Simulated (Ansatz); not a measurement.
# BH3F− (SMILES [BH3-]F): levels of theory compared

We compute a comparison of 6 runs (UHF/STO-3G, UPBE0/STO-3G, revPBE/STO-3G, wB97X/STO-3G, BCCD(T)/STO-3G, UCCSD(T)/STO-3G) of BH3F−. 

The results are computed with Ansatz 0.2.0.

3 further runs of the same task are left out: 1 that didn't finish, 2 set aside as unsound or not needed.

### Step 1. The system as given

The species is BH3F− (5 atoms), meant as a singlet with charge -1. SMILES: `[BH3-]F`. The H5–B1 distance was set to 2.456 Å, away from the relaxed value. At this shape a bond of the SMILES string is far longer than usual.

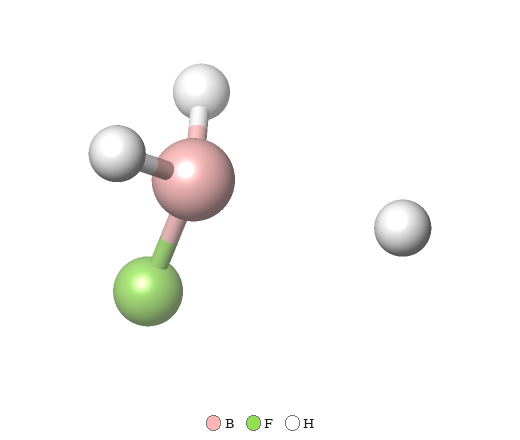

The structure, seen from a chosen angle (boron pink, fluorine green, hydrogen white).

### Step 2. A single-point energy at UHF/STO-3G (run 1)

The input, molecule.yaml:

```yaml
crystal:
  periodic: [false, false, false]
  atoms:
    - {symbol: B, position_ang: [-0.593610, -1.017178, 0.285872]}
    - {symbol: F, position_ang: [0.297690, -1.764368, 1.146732]}
    - {symbol: H, position_ang: [-1.625200, -0.782248, 0.907862]}
    - {symbol: H, position_ang: [-0.832420, -1.697748, -0.707778]}
    - {symbol: H, position_ang: [0.522090, 1.075700, -0.353640]}
basis:
  gaussian:
    orbitals: STO-3G
total_charge: -1
magnetization:
  spin_polarized: true
  initial_magnetization: 0
hamiltonian:
  xc: hf
accuracy: high
```

The run is started by

```sh
$ ansatz run molecule.yaml --threads 1 --pin off --max-ram 2610MiB --events-out events.jsonl --progress --plain --runs-dir runs
```

Output:

```text
Warning: RAYON_NUM_THREADS=1 ignored (pool sized by the plan → 1); use --threads N
Functional definition: HF
  name "HF"
  exchange = exact_x
  correlation = 0
207 factors; integrals over basis functions are off by at most 4.0e-8 eV
mean field evaluation 1: about -3366.7971 eV, gradient 1.2e1 eV
mean field evaluation 2: about -3366.8418 eV, gradient 1.2e1 eV
mean field evaluation 4: about -3369.5257 eV, gradient 1.2e0 eV
mean field evaluation 8: about -3369.5367 eV, gradient 3.7e-2 eV
mean field evaluation 16: about -3369.8398 eV, gradient 1.9e0 eV
mean field evaluation 32: about -3370.3943 eV, gradient 3.2e-3 eV
mean field evaluation 64: about -3369.5367 eV, gradient 5.9e-4 eV
mean field -3370.45177836 eV, -123.8618182805 hartree, gradient 2.1e-8 eV, S^2 0.723433; 3 other end points of the search recorded, 0 dependent functions left out
reference -3370.45177836 eV, -123.8618182805 hartree; 9, 9 occupied and 4, 4 virtual orbitals, 207 factors
Total energy: -3370.45177836 eV, -123.8618182805 hartree
```

Run time: 0.16 s. Hardware: 1 thread of AMD EPYC 7R43 (Zen 3), shared host.

### Step 3. A single-point energy at UPBE0/STO-3G (run 2)

The input, input.yaml:

```yaml
crystal:
  periodic: [false, false, false]
  atoms:
    - {symbol: B, position_ang: [-0.593610, -1.017178, 0.285872]}
    - {symbol: F, position_ang: [0.297690, -1.764368, 1.146732]}
    - {symbol: H, position_ang: [-1.625200, -0.782248, 0.907862]}
    - {symbol: H, position_ang: [-0.832420, -1.697748, -0.707778]}
    - {symbol: H, position_ang: [0.522090, 1.075700, -0.353640]}
basis:
  gaussian:
    orbitals: STO-3G
hamiltonian:
  xc: pbe0
total_charge: -1
magnetization:
  spin_polarized: true
accuracy: high
```

The run is started by

```sh
$ ansatz run input.yaml --threads 1 --pin off --max-ram 2610MiB --events-out events.jsonl --progress --plain --runs-dir runs
```

Output:

```text
Warning: RAYON_NUM_THREADS=1 ignored (pool sized by the plan → 1); use --threads N
Functional definition: PBE0
  name "PBE0"
  parameter a = 0.25
  parameter kappa = 0.804
  parameter beta = 0.06672455060314922
  exchange = (1 - a)*pbe_x(kappa = kappa, mu = beta*pi^2/3) + a*exact_x
  correlation = pbe_c(beta = beta)
207 factors; integrals over basis functions are off by at most 4.0e-8 eV
mean field evaluation 1: about -3371.0818 eV, gradient 4.1e1 eV
mean field evaluation 2: about -3364.3706 eV, gradient 3.0e1 eV
mean field evaluation 4: about -3383.7892 eV, gradient 4.4e0 eV
mean field evaluation 8: about -3383.9938 eV, gradient 1.8e-2 eV
mean field evaluation 16: about -3383.9510 eV, gradient 1.2e-6 eV
mean field evaluation 32: about -3380.8237 eV, gradient 1.1e1 eV
mean field -3384.00043088 eV, -124.3597220771 hartree, gradient 1.8e-8 eV, S^2 0.222951; 3 other end points of the search recorded, 0 dependent functions left out
reference -3384.00043211 eV, -124.3597221222 hartree; 9, 9 occupied and 4, 4 virtual orbitals, 207 factors
Total energy: -3384.00043211 eV, -124.3597221222 hartree
```

Run time: 2 s. Hardware: 1 thread of AMD EPYC 7R43 (Zen 3), shared host; peak memory 0.12 GiB.

Runs 3 to 5 aren't shown in full; the table further down has their settings and results.

### Step 4. A single-point energy at UCCSD(T)/STO-3G (run 6)

The input, in.yaml:

```yaml
crystal:
  periodic: [false, false, false]
  atoms:
    - symbol: B
      position_ang: [-0.593610, -1.017178, 0.285872]
    - symbol: F
      position_ang: [0.297690, -1.764368, 1.146732]
    - symbol: H
      position_ang: [-1.625200, -0.782248, 0.907862]
    - symbol: H
      position_ang: [-0.832420, -1.697748, -0.707778]
    - symbol: H
      position_ang: [0.522090, 1.075700, -0.353640]
basis:
  gaussian: {orbitals: STO-3G}
total_charge: -1
magnetization: {spin_polarized: true, initial_magnetization: 0}
correlation: {method: ccsd_t, frozen_orbitals: {B: 1, F: 1, H: 0}}
accuracy: high
scf: {omitted_lower_state_checks: [cluster_reference, increment]}
```

The run is started by

```sh
$ ansatz run in.yaml --threads 1 --pin off --max-ram 2610MiB --events-out events.jsonl --progress --plain --runs-dir runs
```

Output:

```text
Warning: RAYON_NUM_THREADS=1 ignored (pool sized by the plan → 1); use --threads N
[... 13 lines left out ...]
2 core orbitals not correlated: weight in the atoms' cores, before any rotation towards them, 1.000 or more for the frozen orbitals, at most 0.000 for the correlated occupied ones
[... 30 lines left out ...]
Total energy: -3372.92404036 eV, -123.9526722333 hartree
Checks for a lower state left out: cluster_reference, increment
```

Wall time 0.27 s (1 thread of AMD EPYC 7R43 (Zen 3), shared host).

### Step 5. All runs side by side

| run | level | frozen core orbitals | energy (Eh) | wall time |
| --- | --- | --- | --- | --- |
| 1 | UHF/STO-3G | – | -123.861818 | 0.16 s |
| 2 | UPBE0/STO-3G | – | -124.359722 | 2 s |
| 3 | revPBE/STO-3G | – | -124.468150 | 0.75 s |
| 4 | wB97X/STO-3G | – | -124.453827 | 2.8 s |
| 5 | BCCD(T)/STO-3G | 2 | -123.953614 | 0.16 s |
| 6 | UCCSD(T)/STO-3G | 2 | -123.952672 | 0.27 s |

### Step 6. Outcome

| quantity | value |
| --- | --- |
| run 6: total energy | -123.95267 Eh |
| run 6: correlation energy (2 core orbitals frozen) | -90.9 mEh |
| run 6: (T) correction | -3.37 mEh |
| run 6: ⟨S²⟩ of the reference determinant | 0.723 |
| run 6: T1 diagnostic | 0.079 |

In words: Below the UHF energy at the same shape and in the same basis (STO-3G): BCCD(T) -91.8 mEh; UCCSD(T) -90.9 mEh. Some of these start from another determinant than that one, so these aren't their correlation energies. Totals of different functionals can't be ranked against each other. In run 5 the log says that unrestricted orbitals would lower the reference, so the values rest on an unstable closed-shell determinant (other closed-shell runs at this shape may share the fault). In runs 1, 2, 3, 4, 5, 6 the basis is minimal, so the values are rough. Spin contamination of the reference: run 1 ⟨S²⟩ = 0.72, run 6 ⟨S²⟩ = 0.72, run 2 ⟨S²⟩ = 0.22. Where it is this large, the reference is a mixture of spin states, and values that rest on it are in doubt. All runs together took 6.2 s, the longest 2.8 s.
